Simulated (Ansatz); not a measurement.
**C₂H₁₀AsGa (SMILES [CH3][GaH-]([CH3])[AsH3+]): density, localisation and related maps**

The calculation's input:

```
crystal:
  periodic: [false, false, false]
  atoms:
    - {symbol: C, position_ang: [-1.220597, 1.203555, -1.109854]}
    - {symbol: Ga, position_ang: [-0.330182, 0.648731, 0.577757]}
    - {symbol: C, position_ang: [1.621182, 0.957288, 0.792043]}
    - {symbol: As, position_ang: [-0.203149, -2.033466, 0.041366]}
    - {symbol: H, position_ang: [-0.602267, 0.995485, -1.986280]}
    - {symbol: H, position_ang: [-1.395365, 2.283538, -1.082520]}
    - {symbol: H, position_ang: [-2.190830, 0.720786, -1.244698]}
    - {symbol: H, position_ang: [-1.216608, 0.458259, 1.877457]}
    - {symbol: H, position_ang: [1.789980, 2.007827, 1.048144]}
    - {symbol: H, position_ang: [2.050946, 0.354227, 1.594689]}
    - {symbol: H, position_ang: [2.170953, 0.754141, -0.130034]}
    - {symbol: H, position_ang: [-0.851436, -3.049960, 0.951803]}
    - {symbol: H, position_ang: [1.131209, -2.737619, -0.055887]}
    - {symbol: H, position_ang: [-0.767034, -2.591993, -1.245387]}
basis:
  gaussian: {orbitals: def2-TZVPP}
hamiltonian: {xc: pbe0, dispersion: d4}
output: {orbitals: {seedname: orbitals}}
```

Launched as:

```sh
ansatz run in.yaml --threads 4 --pin off --events-out ev --progress --plain --max-ram 11315MiB
```

Geometry: PBE0-D4/def2-TZVP.

Computed with RKS PBE0-D4/def2-TZVPP in Ansatz.

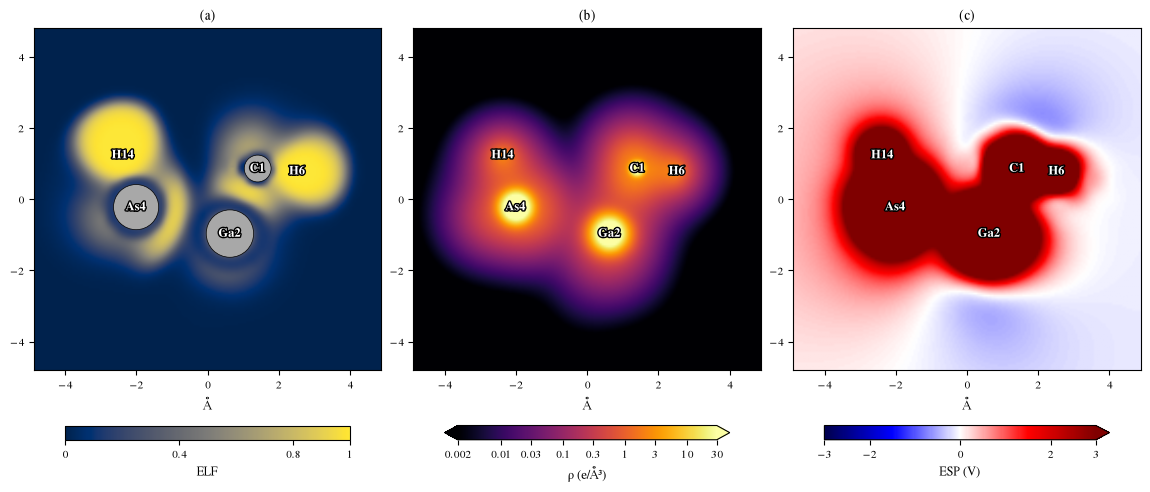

Figure 1. (a) electron localisation function; (b) total electron density; (c) molecular electrostatic potential on the plane of atoms Ga2, As4 and H14. Grey discs cover the atomic cores in the ELF map.

Read the bonding off the picture.

The plane passes through C, Ga, As and H nuclei. C–Ga (1.99 Å): ρ is about 0.75 e/Å³ halfway; the ELF peaks at about 0.90 in the valence shell of C, 0.7 Å from its nucleus, and is about 0.55 at the midpoint. Ga–As (2.74 Å): the density is about 0.3 e/Å³ at the midpoint, with its minimum of 0.24 e/Å³ about 1.2 Å from Ga; the ELF peaks at about 0.90 between the atoms: a shared electron pair. C–H (1.09 Å): ρ at the midpoint is about 1.9 e/Å³; the ELF climbs to about 1 towards the hydrogen, as it does in any bond to H: a covalent bond by its length. As–H (1.51 Å): ρ at the midpoint is about 1.2 e/Å³; the ELF climbs to about 1 towards the hydrogen. Outside the dense part of the molecule the potential is most negative (−0.7 V) near C1.

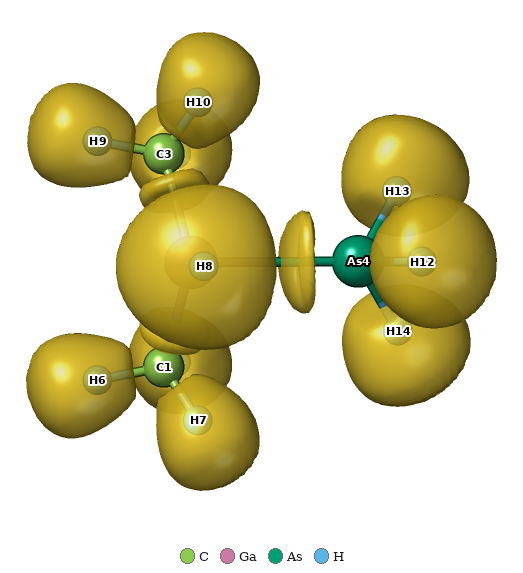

Figure 2. Isosurface of the electron localisation function at 0.8 (yellow), seen across its widest extent. Only the valence region is drawn (cores and ρ < 0.01 e/Å³ removed).

Describe the localisation domains.

At this value the surface marks out ten regions around hydrogen nuclei, one lobe of the valence shell of As pointing towards Ga (polar bonds) and two lobes of the valence shell of C pointing towards Ga (polar bonds).

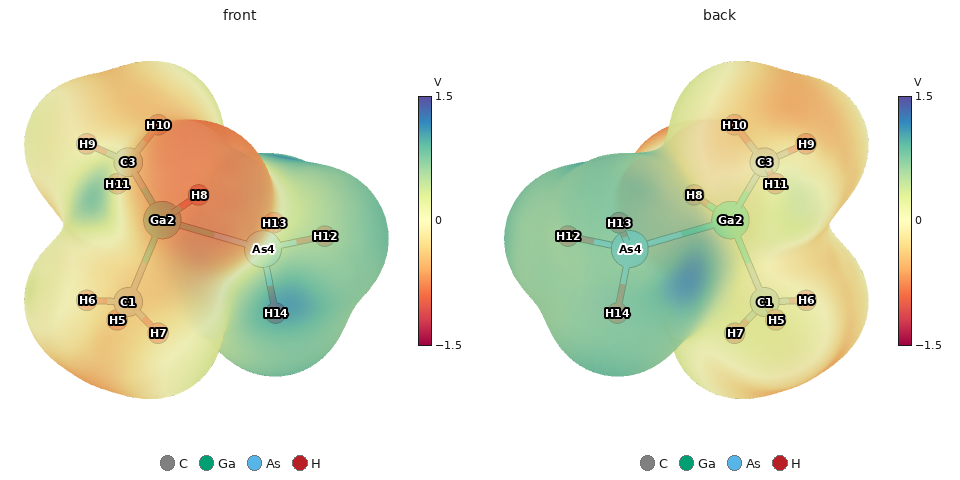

Figure 3. The electrostatic potential painted on the density surface at 0.001 e/bohr³, seen from the front and from behind; the colour scale runs from red (negative) to blue (positive).

Which sites attract a positive test charge, and which a negative one?

A positive charge is drawn to the negative regions and a negative charge to the positive ones. The most negative region (about −0.8 V) lies over H8, the most positive (about +1.1 V) over As4.
